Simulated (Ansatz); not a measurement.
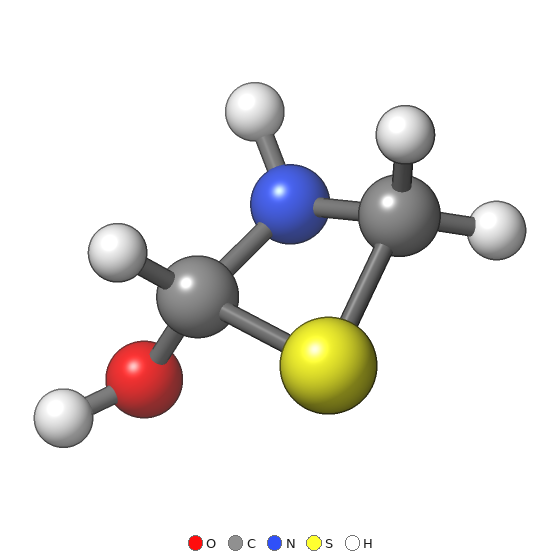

Computed geometry: PBE0-D4/def2-TZVP optimisation. Program: Ansatz 0.2.0.

Compare HOMO energy (eV) at these levels: BHLYP-D4/def2-TZVPP; HSE06 (plane-wave form)-D4/def2-TZVPP; SPW92 (LDA)/def2-TZVPP; r2SCAN-D4/def2-TZVPP; r2SCAN0-D4/def2-TZVPP; r2SCANh-D4/def2-TZVPP; revPBE-D4/def2-TZVPP; ωB97M-V/def2-QZVPP; ωB97M-V/def2-TZVPP; ωB97X-V/def2-TZVPP.

```
                                level  HOMO energy (eV)
                  BHLYP-D4/def2-TZVPP             −7.69
HSE06 (plane-wave form)-D4/def2-TZVPP             −6.14
               SPW92 (LDA)/def2-TZVPP             −5.39
                 r2SCAN-D4/def2-TZVPP             −5.52
                r2SCAN0-D4/def2-TZVPP             −6.69
                r2SCANh-D4/def2-TZVPP             −5.99
                 revPBE-D4/def2-TZVPP             −5.24
                   ωB97M-V/def2-QZVPP             −8.84
                   ωB97M-V/def2-TZVPP             −8.79
                   ωB97X-V/def2-TZVPP             −8.95
```
